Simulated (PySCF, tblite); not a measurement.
# C3F8NO4S2−: electronic excitations, NMR shifts

What do calculations give for the electronic excitations, NMR shifts of C3F8NO4S2− (`O=S(=O)(F)[N-]S(=O)(=O)C(F)(F)C(F)(F)C(F)(F)F`)?

Computed with tblite 0.8.0 and PySCF 2.14.0 and routines of our own; the level stands in each step. Atoms count from 0.

### Step 1. The system as given

18 atoms, charge -1, multiplicity 1; geometry from: force field, distance geometry or constructed start.

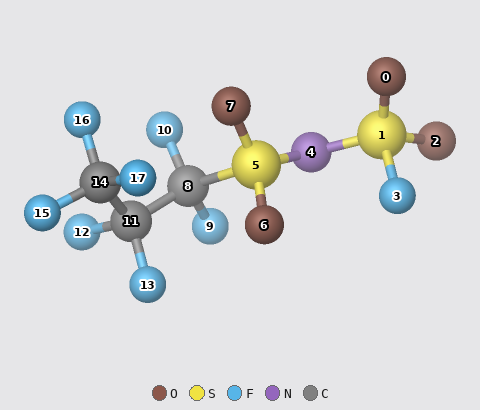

The starting geometry (oxygen brown, sulfur yellow, fluorine blue, nitrogen purple, carbon grey).

### Step 2. Optimising the geometry with GFN2-xTB

Job settings and geometry (Å):

```
{"job": {"kind": "relax", "xc": "GFN2-xTB", "basis": "xTB"}, "charge": -1, "multiplicity": 1}
O     -3.611400    -1.346200     0.719000
S     -3.361000    -0.047400     0.095600
O     -4.503800     0.526900    -0.586700
F     -3.236700     0.927400     1.360700
N     -1.996700     0.145000    -0.659500
S     -0.736600    -0.108400     0.250300
O     -0.496500     0.854100     1.324900
O     -0.441000    -1.496900     0.592900
C      0.531800     0.287300    -0.970200
F      0.162600     1.392600    -1.708800
F      0.631300    -0.717400    -1.901900
C      1.886700     0.554300    -0.368200
F      2.758700     0.790900    -1.413900
F      1.922700     1.722600     0.338400
C      2.442000    -0.585600     0.451000
F      3.755200    -0.343200     0.754600
F      2.442200    -1.760100    -0.228100
F      1.845300    -0.792100     1.638500
```

Started as:

```bash
$ OMP_NUM_THREADS=1 python large_run.py task.json out
```

The driver reads the jobs from task.json and runs them one after another.

Output:

```text
step      E/eV     max force
  0   -1911.65488    3.079
  1   -1911.93545    1.518
  2   -1911.98643    0.512
  3   -1912.01135    0.715
  4   -1912.03331    0.504
  5   -1912.04063    0.185
  6   -1912.04594    0.180
  7   -1912.05195    0.312
  8   -1912.05772    0.251
  9   -1912.06182    0.214
 10   -1912.06426    0.137
 11   -1912.06602    0.149
 12   -1912.06768    0.122
 13   -1912.06938    0.112
 14   -1912.07127    0.123
 15   -1912.07359    0.121
 16   -1912.07592    0.133
 17   -1912.07804    0.138
 18   -1912.07995    0.123
 19   -1912.08173    0.125
 20   -1912.08329    0.092
 21   -1912.08397    0.082
 22   -1912.08513    0.074
 23   -1912.08576    0.090
 24   -1912.08668    0.079
 25   -1912.08732    0.085
 26   -1912.08796    0.068
 27   -1912.08857    0.057
 28   -1912.08916    0.054
 29   -1912.08969    0.065
 30   -1912.09030    0.065
 31   -1912.09106    0.068
 32   -1912.09205    0.078
 33   -1912.09318    0.082
 34   -1912.09452    0.086
 35   -1912.09609    0.095
 36   -1912.09780    0.105
 37   -1912.09984    0.112
 38   -1912.10251    0.130
 39   -1912.10598    0.171
 40   -1912.11040    0.187
 41   -1912.11516    0.209
 42   -1912.11701    0.329
 43   -1912.12153    0.342
 44   -1912.12565    0.132
 45   -1912.12813    0.107
 46   -1912.13310    0.152
 47   -1912.13547    0.139
 48   -1912.13984    0.134
 49   -1912.14257    0.133
 50   -1912.14402    0.138
 51   -1912.14588    0.110
 52   -1912.14830    0.119
 53   -1912.15039    0.116
 54   -1912.15314    0.109
 55   -1912.15499    0.109
 56   -1912.15627    0.086
 57   -1912.15711    0.072
 58   -1912.15798    0.105
 59   -1912.15904    0.079
 60   -1912.16028    0.074
 61   -1912.16124    0.067
 62   -1912.16187    0.060
 63   -1912.16263    0.058
 64   -1912.16362    0.094
 65   -1912.16436    0.064
 66   -1912.16491    0.052
 67   -1912.16536    0.052
 68   -1912.16586    0.075
 69   -1912.16642    0.083
 70   -1912.16695    0.072
 71   -1912.16735    0.072
 72   -1912.16772    0.063
 73   -1912.16813    0.070
 74   -1912.16856    0.069
 75   -1912.16891    0.041
 76   -1912.16916    0.039
 77   -1912.16939    0.048
 78   -1912.16966    0.043
 79   -1912.16994    0.037
 80   -1912.17016    0.035
 81   -1912.17036    0.035
 82   -1912.17059    0.033
 83   -1912.17087    0.032
 84   -1912.17117    0.046
 85   -1912.17142    0.050
 86   -1912.17166    0.044
 87   -1912.17192    0.041
 88   -1912.17220    0.034
 89   -1912.17242    0.032
 90   -1912.17257    0.032
 91   -1912.17268    0.029
 92   -1912.17279    0.028
 93   -1912.17292    0.029
 94   -1912.17308    0.040
 95   -1912.17324    0.037
 96   -1912.17340    0.030
 97   -1912.17355    0.026
 98   -1912.17368    0.031
 99   -1912.17380    0.031
100   -1912.17389    0.022
101   -1912.17396    0.017
```

Run time: 1.4 s. Hardware: 1 thread of Arm Neoverse V1, shared host; peak memory 0.16 GiB.

The steps of the relaxation:

```csv
step,energy from step 0 (eV),largest force (eV/Å)
0,0.0000,3.0784
1,-0.2806,1.5176
2,-0.3315,0.5122
3,-0.3565,0.7148
4,-0.3784,0.5041
5,-0.3857,0.1853
6,-0.3911,0.1808
7,-0.3971,0.3120
8,-0.4028,0.2510
16,-0.4210,0.1328
24,-0.4318,0.0792
32,-0.4372,0.0780
40,-0.4555,0.1868
48,-0.4850,0.1337
56,-0.5014,0.0858
64,-0.5087,0.0941
72,-0.5128,0.0633
80,-0.5153,0.0346
88,-0.5173,0.0340
97,-0.5187,0.0264
98,-0.5188,0.0305
99,-0.5189,0.0304
100,-0.5190,0.0220
101,-0.5191,0.0171
```

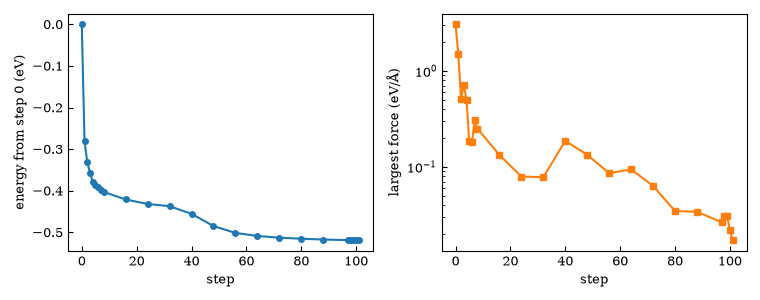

Energy and force, step by step.

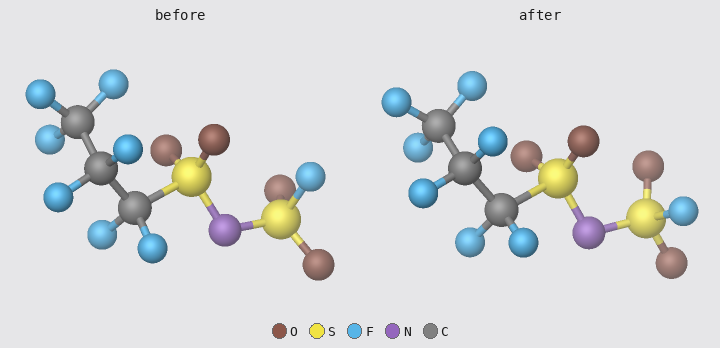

Before and after, at one scale.

Close pairs (by a distance rule), those that changed most:

```csv
bond,before (Å),after (Å),change (Å)
S5–C8,1.804,1.927,+0.122
S1–F3,1.602,1.655,+0.053
C11–C14,1.510,1.550,+0.040
O0–S1,1.462,1.423,-0.040
S5–O6,1.462,1.426,-0.037
C14–F16,1.357,1.325,-0.031
S5–O7,1.460,1.430,-0.030
C8–F9,1.380,1.353,-0.027
```

The next job starts from the end point, and lists it.

### Step 3. Electronic excitations: TDA CAM-B3LYP/6-31G*

Job settings and geometry (Å):

```
{"job": {"kind": "uv", "basis": "6-31G*", "grid": 1, "kgrid": 0, "vcut": 1.5, "nstates": 6, "ntriplets": 2, "tda": true, "delta": ["ip_vertical"], "pop": true, "xc": "CAM-B3LYP"}, "charge": -1, "multiplicity": 1}
O     -3.216303    -0.838454     1.356096
S     -3.358397    -0.073250     0.165336
O     -4.526061    -0.261443    -0.628313
F     -3.532969     1.482947     0.701839
N     -2.041347     0.022278    -0.686042
S     -0.816509    -0.193209     0.271301
O     -0.681280     0.705992     1.369624
O     -0.398419    -1.547919     0.458693
C      0.537400     0.426068    -0.951442
F      0.181477     1.622408    -1.473384
F      0.615095    -0.431661    -1.996999
C      1.930851     0.571099    -0.331033
F      2.860038     0.906588    -1.275444
F      1.954280     1.580588     0.557477
C      2.459587    -0.704626     0.373008
F      3.794888    -0.592989     0.529420
F      2.269254    -1.807081    -0.337623
F      1.963160    -0.863545     1.586270
```

Method: TDA CAM-B3LYP/6-31G*, vertical, gas phase, core orbitals frozen in the response, virtual orbitals cut by energy.

Output:

```text
start: PBE on a coarse grid of 19841 points
cycle   1  E = -2062.5896579959  dE =  4.820e+00  |g| = 2.235e+00  |ddm| = 5.359e+00
cycle   2  E = -2056.8161844867  dE =  5.773e+00  |g| = 5.938e+00  |ddm| = 7.135e+00
cycle   3  E = -2063.2806997232  dE = -6.465e+00  |g| = 9.540e-01  |ddm| = 6.195e+00
cycle   4  E = -2063.4218370087  dE = -1.411e-01  |g| = 5.258e-01  |ddm| = 1.428e+00
cycle   5  E = -2063.4709042821  dE = -4.907e-02  |g| = 1.739e-01  |ddm| = 5.271e-01
cycle   6  E = -2063.4760919049  dE = -5.188e-03  |g| = 7.755e-02  |ddm| = 2.087e-01
cycle   7  E = -2063.4772137883  dE = -1.122e-03  |g| = 2.018e-02  |ddm| = 7.322e-02
cycle   8  E = -2063.4772760166  dE = -6.223e-05  |g| = 1.029e-02  |ddm| = 2.401e-02
cycle   9  E = -2063.4772946235  dE = -1.861e-05  |g| = 2.453e-03  |ddm| = 1.016e-02
final grid: 90715 points
cycle  10  E = -2064.6044529667  dE = -1.177e-02  |g| = 1.959e-01  |ddm| = 4.657e-01
cycle  11  E = -2064.5992867287  dE =  5.166e-03  |g| = 2.615e-01  |ddm| = 3.142e-01
cycle  12  E = -2064.6110467035  dE = -1.176e-02  |g| = 2.177e-02  |ddm| = 1.912e-01
cycle  13  E = -2064.6111242493  dE = -7.755e-05  |g| = 9.171e-03  |ddm| = 2.349e-02
cycle  14  E = -2064.6111426909  dE = -1.844e-05  |g| = 2.419e-03  |ddm| = 9.173e-03
cycle  15  E = -2064.6111402037  dE =  2.487e-06  |g| = 6.665e-04  |ddm| = 2.562e-03
cycle  16  E = -2064.6111437801  dE = -3.576e-06  |g| = 1.551e-04  |ddm| = 5.837e-04
cycle  17  E = -2064.6111408498  dE =  2.930e-06  |g| = 8.120e-05  |ddm| = 2.382e-04
converged SCF energy = -2064.6111408498
Vertical ionisation energy (delta-SCF) = 6.2886 eV   <S^2> = 0.761

Static polarisability (au): isotropic 74.030, principal 62.227 65.295 94.568

Singlet excitations
state   eV       nm        f      main configurations
  1   6.9257    179.0   0.00397   H->L 0.79, H->L+3 0.16
  2   7.7257    160.5   0.11856   H-1->L 0.71, H-2->L 0.20
  3   8.0055    154.9   0.02172   H->L+1 0.36, H->L+2 0.30
  4   8.1659    151.8   0.03512   H-2->L 0.54, H-1->L 0.14
  5   8.2574    150.1   0.00134   H-2->L+2 0.27, H->L+3 0.19, H->L+4 0.12
  6   8.3196    149.0   0.00826   H->L+3 0.22, H-2->L+1 0.15, H->L+4 0.14

Triplet excitations (Tamm-Dancoff, eV): 6.6168 6.8087
```

It took 59 s on 1 thread of Arm Neoverse V1, shared host; peak memory 0.64 GiB.

Frontier orbitals and where they lie:

```csv
orbital,eV,atoms
HOMO−4,-6.99,"O7 40 %, O6 24 %, N4 10 %"
HOMO−3,-6.69,"O0 41 %, O2 30 %, F3 10 %"
HOMO−2,-6.22,"O2 26 %, N4 22 %, O0 22 %"
HOMO−1,-6.05,"O6 20 %, O7 18 %, O0 16 %"
HOMO,-5.46,"N4 42 %, O7 22 %, O6 20 %"
LUMO,5.07,"C11 22 %, S5 20 %, C8 15 %"
LUMO+1,5.97,"C8 22 %, C11 15 %, C14 11 %"
LUMO+2,6.52,"S1 35 %, F3 18 %, O2 8 %"
LUMO+3,6.83,"S5 31 %, C11 10 %, O6 10 %"
```

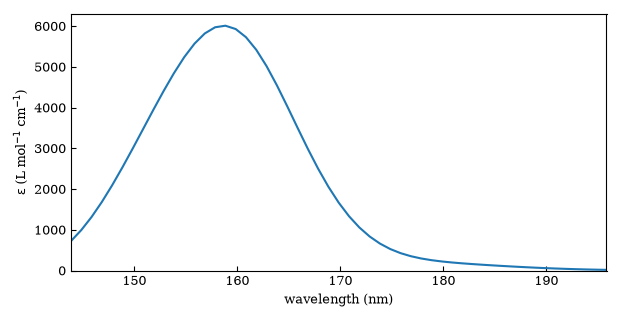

Absorption spectrum: each of the 6 states is a Gaussian band of 0.4 eV half-width at 1/e. Beyond the last state computed it falls off for lack of states.

Further results of this job:

```csv
property,computed
polarisability (Å³),10.97
HOMO–LUMO gap (eV),10.53
−ε(HOMO) (eV),5.46
```

### Step 4. NMR shifts: GIAO KT3/pcSseg-1

Settings changed since step 3:

```diff
@@ -1,2 +1,2 @@
-{"job": {"kind": "uv", "basis": "6-31G*", "grid": 1, "kgrid": 0, "vcut": 1.5, "nstates": 6, "ntriplets": 2, "tda": true, "delta": ["ip_vertical"], "pop": true, "xc": "CAM-B3LYP"}, "charge": -1, "multiplicity": 1}
+{"job": {"kind": "nmr", "xc": "KT3", "basis": "pcSseg-1", "pop": false}, "charge": -1, "multiplicity": 1}
 O     -3.216303    -0.838454     1.356096
```

Level: GIAO KT3/pcSseg-1 NMR shielding, non-relativistic, gas phase.

Output:

```text
start: PBE on a coarse grid of 19841 points
cycle   1  E = -2062.2496343587  dE =  4.789e+00  |g| = 2.262e+00  |ddm| = 4.700e+00
cycle   2  E = -2055.6301955548  dE =  6.619e+00  |g| = 6.194e+00  |ddm| = 6.770e+00
cycle   3  E = -2062.8411611944  dE = -7.211e+00  |g| = 1.127e+00  |ddm| = 6.072e+00
cycle   4  E = -2063.0482225444  dE = -2.071e-01  |g| = 5.418e-01  |ddm| = 1.455e+00
cycle   5  E = -2063.0921132842  dE = -4.389e-02  |g| = 2.260e-01  |ddm| = 5.116e-01
cycle   6  E = -2063.1010320843  dE = -8.919e-03  |g| = 9.148e-02  |ddm| = 2.429e-01
cycle   7  E = -2063.1024795413  dE = -1.447e-03  |g| = 2.889e-02  |ddm| = 7.681e-02
cycle   8  E = -2063.1026017653  dE = -1.222e-04  |g| = 1.314e-02  |ddm| = 2.793e-02
cycle   9  E = -2063.1026310310  dE = -2.927e-05  |g| = 3.806e-03  |ddm| = 1.196e-02
final grid: 190945 points
cycle  10  E = -2086.3446313479  dE = -2.867e-02  |g| = 4.980e-01  |ddm| = 6.232e-01
cycle  11  E = -2086.2604599780  dE =  8.417e-02  |g| = 8.692e-01  |ddm| = 8.045e-01
cycle  12  E = -2086.3720810251  dE = -1.116e-01  |g| = 1.567e-01  |ddm| = 6.376e-01
cycle  13  E = -2086.3761623216  dE = -4.081e-03  |g| = 6.720e-02  |ddm| = 1.782e-01
cycle  14  E = -2086.3770082321  dE = -8.459e-04  |g| = 1.198e-02  |ddm| = 5.932e-02
cycle  15  E = -2086.3770303959  dE = -2.216e-05  |g| = 4.847e-03  |ddm| = 1.133e-02
cycle  16  E = -2086.3770348837  dE = -4.488e-06  |g| = 1.071e-03  |ddm| = 4.007e-03
cycle  17  E = -2086.3770363645  dE = -1.481e-06  |g| = 7.113e-04  |ddm| = 1.153e-03
cycle  18  E = -2086.3770338733  dE =  2.491e-06  |g| = 1.230e-04  |ddm| = 5.236e-04
cycle  19  E = -2086.3770339796  dE = -1.062e-07  |g| = 3.182e-05  |ddm| = 1.124e-04
converged SCF energy = -2086.3770339796

GIAO shielding tensors (ppm)
atom      isotropic    diamagn.    paramagn.     s11        s22        s33       span
  0 O       67.334     403.304    -335.970     31.642     46.651    123.709     92.067
  1 S      214.427    1050.214    -835.787    104.856    189.111    349.313    244.456
  2 O       95.146     393.552    -298.407     39.022     97.615    148.801    109.779
  3 F       86.558     477.148    -390.590    -60.594    -33.539    353.805    414.399
  4 N       78.187     337.398    -259.212     57.976     65.214    111.370     53.395
  5 S      239.100    1059.196    -820.096    117.440    193.592    406.268    288.827
  6 O      100.983     405.930    -304.947     66.246     92.334    144.371     78.125
  7 O       87.722     405.690    -317.968     55.275     84.400    123.492     68.217
  8 C       62.251     252.413    -190.162     47.221     69.070     70.462     23.242
  9 F      297.395     476.782    -179.387    212.034    327.631    352.520    140.486
 10 F      287.120     476.538    -189.418    195.129    325.942    340.290    145.162
 11 C       69.052     247.088    -178.036     51.156     70.467     85.532     34.376
 12 F      300.670     469.476    -168.806    197.952    335.291    368.768    170.816
 13 F      291.591     474.993    -183.402    189.576    325.295    359.902    170.326
 14 C       58.526     243.675    -185.149     46.303     61.622     67.651     21.348
 15 F      257.137     467.448    -210.310    176.792    244.449    350.171    173.380
 16 F      247.909     476.174    -228.266    174.732    250.939    318.055    143.323
 17 F      245.969     476.945    -230.976    176.429    250.780    310.699    134.270
```

Run time: 20 s. Hardware: 1 thread of Arm Neoverse V1, shared host; peak memory 0.55 GiB.

Shifts follow as δ = σ(reference) − σ, with reference shieldings (ppm) from runs at the same level and on the same kind of geometry: ¹³C TMS 184.7, ¹⁹F CFCl3 142.4, ¹⁵N NH3 264.3, ¹⁷O H2O 330.8. The references are single molecules in the gas phase, so shifts against H2O, NH3, PH3, H3PO4 or CFCl3 are not on the usual liquid scales and can be off by tens of ppm. Atoms listed in one row are averaged.

```csv
atoms,environment,σ (ppm),δ (ppm)
C14,CF3 carbon,58.5,126.2
C8,fully substituted sp3 carbon bonded to 2 F and S,62.3,122.4
C11,fully substituted sp3 carbon bonded to 2 F,69.1,115.6
"O0, O2",S=O oxygen,81.2,249.6
"O6, O7",S=O oxygen,94.4,236.4
S1,sulfonyl sulfur,214,–
S5,sulfonyl sulfur,239,–
F3,fluorine bonded to S,86.6,55.9
"F15, F16, F17",fluorine of a CF3 group,250.3,-107.9
"F9, F10",fluorine of a CF2 group,292.3,-149.8
"F12, F13",fluorine of a CF2 group,296.1,-153.7
N4,nitrogen bonded to 2 S,78.2,186.1
```

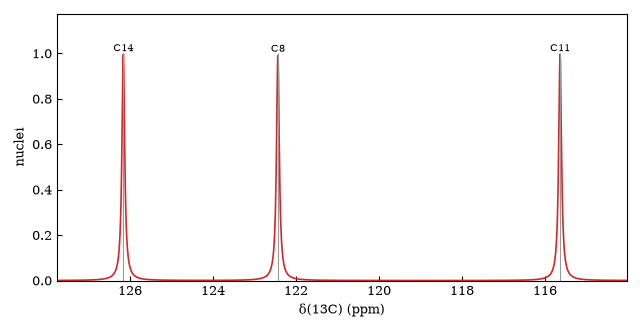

¹³C lines at the computed shifts, without couplings. Lines are broadened to a width of 0.08 ppm (Lorentzian).

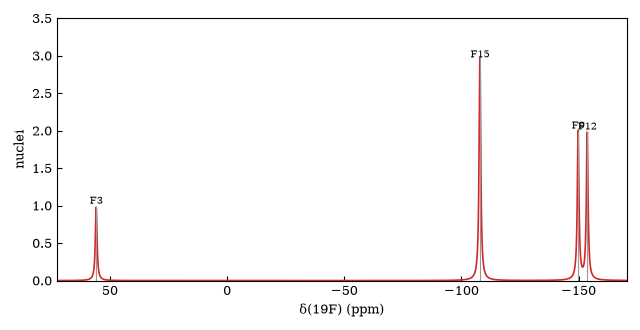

¹⁹F lines at the computed shifts, without couplings. Lines are broadened to a width of 0.84 ppm (Lorentzian).

### Step 5. What came out

| quantity | value |
| --- | --- |
| lowest singlet (CAM-B3LYP/6-31G*) | 6.93 eV (179 nm), f = 0.004 |
| brightest single state of those computed | state 2, 7.73 eV, f = 0.119 |
| lowest triplet | 6.62 eV |
| vertical ionisation energy (ΔSCF) | 6.29 eV |
| ¹³C shifts against TMS (KT3/pcSseg-1) | 126.2, 122.4, 115.6 ppm |
| ¹⁷O shifts against H2O (KT3/pcSseg-1, means over atoms taken as alike) | 249.6, 236.4 ppm |
| ¹⁹F shifts against CFCl3 (KT3/pcSseg-1, means over atoms taken as alike) | 55.9, -107.9, -149.8, -153.7 ppm |
| ¹⁵N shifts against NH3 (KT3/pcSseg-1) | 186.1 ppm |
| shieldings of S (KT3/pcSseg-1) | S1 214.4, S5 239.1 ppm |

**Reading.** The first singlet state (HOMO→LUMO 0.79, HOMO→LUMO+3 0.16) lies at 6.93 eV and is weak; of the 6 states computed, the strongest absorption comes from state 2 at 7.73 eV. The lowest triplet lies 0.31 eV below the lowest singlet. In the gas-phase run even the lowest singlet lies above the computed detachment energy of this anion, so its states are not to be taken as bound. The basis of CAM-B3LYP/6-31G* has no diffuse functions, so Rydberg states are missing and the high states are unreliable. At CAM-B3LYP/6-31G*, all states lie near or above the ionisation energy, where they hang on the basis. The orbital energy would give 5.46 eV for ionisation, ΔSCF gives 6.29 eV. At KT3/pcSseg-1: The widest tensor belongs to F3: span 414 ppm, with a paramagnetic part of -391 ppm.
